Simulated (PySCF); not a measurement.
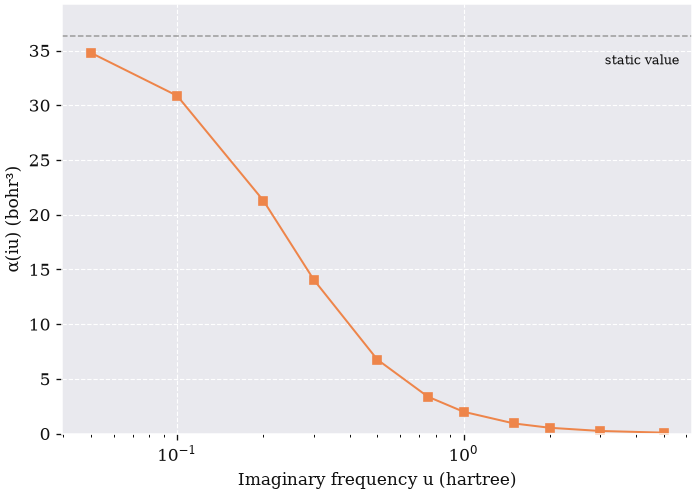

Dipole polarisability at imaginary frequency of H⁻ (1s²). Coupled response at the wB97X-V level; PySCF, dyall-acv3z, spin-free X2C-1e, unrestricted single determinants, no spin-orbit coupling.

Q: Describe the response.

A: The static dipole polarisability is 36.3 bohr³; α(iu) falls to half of it near u = 0.24 hartree. The Casimir–Polder integral gives C₆ = 236 hartree bohr⁶ for two such species.
